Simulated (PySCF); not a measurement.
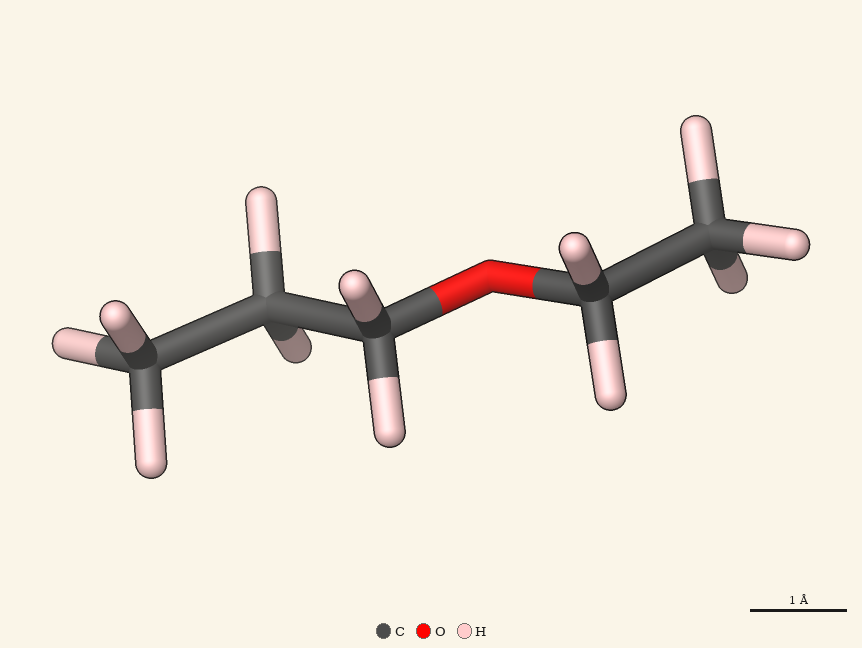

A stick model of a molecule.

The geometry was computed by an optimisation with PBE0-D3(BJ)/def2-TZVP. No frequency run is at hand to confirm it as a minimum.

Which formula does it have?

Answer. C₅H₁₂O, 18 atoms: 5 carbon, 12 hydrogen and 1 oxygen.

Name functional groups in it.

Answer. Among them: ether.

Does it have rings?

Answer. It has no ring.

How many bonds of each kind are drawn?

Answer. 12 C–H, 3 C–C, 2 C–O.

More results for the same structure follow; atom numbers are the same in all pictures, views and colours differ.

Symmetry

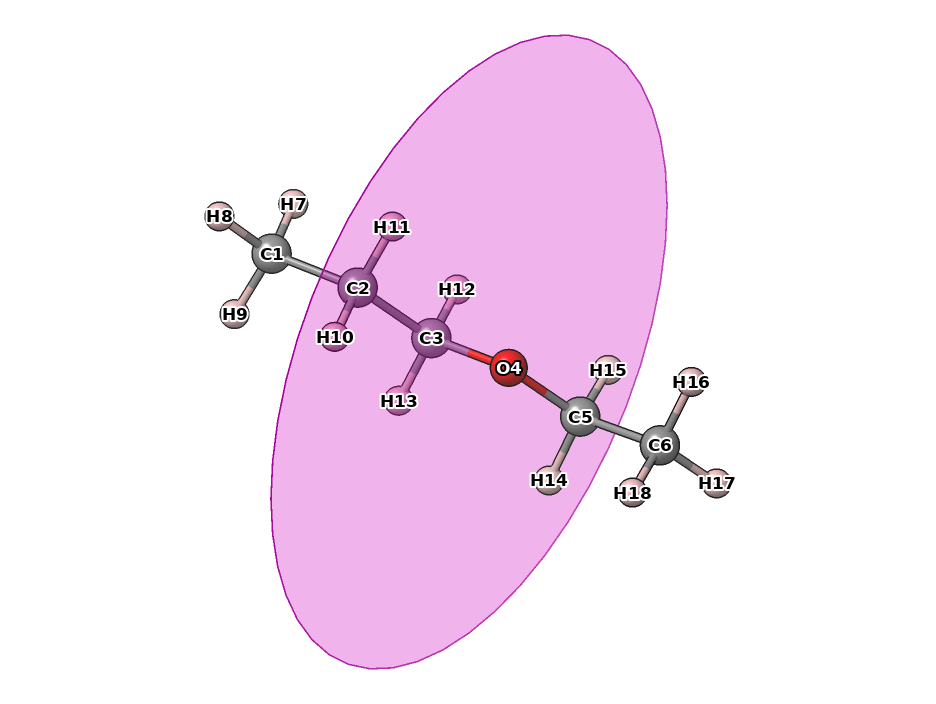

A disc through the centre of mass is drawn in. Depth is shown by fading: the farther an atom, the more it takes the colour of the background. No frequency run is at hand to confirm it as a minimum.

Is the plane of the disc a mirror plane of the structure?

Answer. No. The point group is Cs, with 1 mirror plane, and this plane isn't one of its mirror planes.

Charges

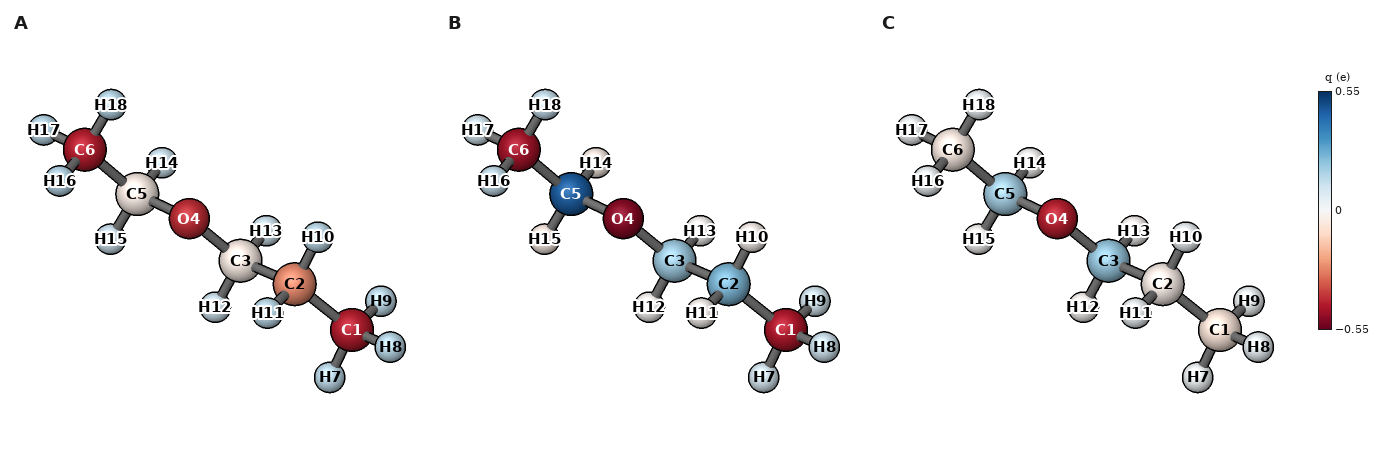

Atomic charges of one calculation by 3 schemes, on one colour scale. No frequency run is at hand to confirm it as a minimum. Level of theory: PBE0/pcSseg-2 (PySCF 2.14.0).

The schemes are ESP-fitted, IAO, Mulliken. Which panel shows which?

Answer. A IAO, B ESP-fitted, C Mulliken.

List the charges (e), one line for each set of equivalent atoms. Atoms whose distances differ by more than 0.02 Å in this geometry are listed apart.

```tsv
atom	IAO	ESP-fitted	Mulliken
C1	−0.43	−0.44	−0.07
C2	−0.26	0.25	−0.04
C3	−0.04	0.20	0.21
O4	−0.40	−0.50	−0.43
C5	−0.04	0.46	0.19
C6	−0.43	−0.46	−0.04
H7	0.14	0.09	0.02
H8	0.15	0.11	0.04
H9	0.14	0.09	0.02
H10, H11	0.14	−0.02	0.03
H12	0.11	−0.01	−0.01
H13	0.11	−0.01	−0.01
H14, H15	0.11	−0.04	0.00
H16, H18	0.15	0.13	0.03
H17	0.15	0.10	0.02
```

NMR shielding

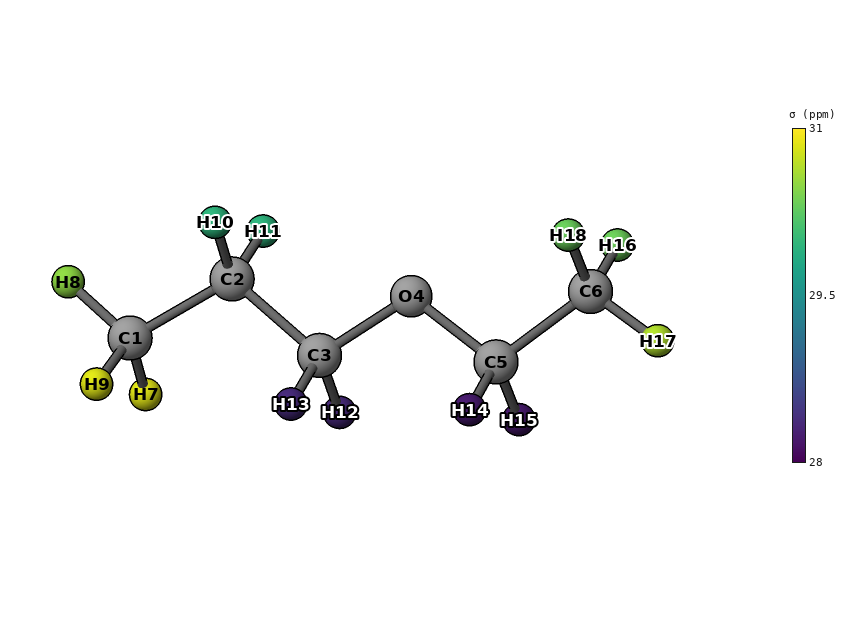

Atoms are coloured by their isotropic NMR shieldings (H only, the others grey). No frequency run is at hand to confirm it as a minimum. Properties computed with GIAO B97-2/pcSseg-2 NMR shielding, non-relativistic, gas phase (PySCF 2.14.0).

Which H atom is the most shielded (lowest chemical shift)?

Answer. H7, H9 (30.84 to 30.86 ppm).

Which H atom is the least shielded (highest chemical shift)?

Answer. H14, H15 (28.22 ppm).

How wide is the range of H shifts?

Answer. 2.64 ppm.

Give the isotropic NMR shieldings of the H atoms atom by atom.

```
atom  σ (ppm)
  H7    30.86
  H8    30.49
  H9    30.84
 H10    29.95
 H11    29.94
 H12    28.35
 H13    28.37
 H14    28.22
 H15    28.22
 H16    30.32
 H17    30.65
 H18    30.32
```

Electronic properties

No frequency run is at hand to confirm it as a minimum. Properties computed with KT3/pcSseg-2, gas phase (PySCF 2.14.0).

Give the HOMO energy (Kohn–Sham orbital) at this level.

Answer. −5.96 eV.

What is the HOMO–LUMO gap?

Answer. 5.78 eV.

Estimate the dipole moment.

Answer. 0.87 D.

Mulliken values depend strongly on the basis set and can even reverse the polarity of a bond.
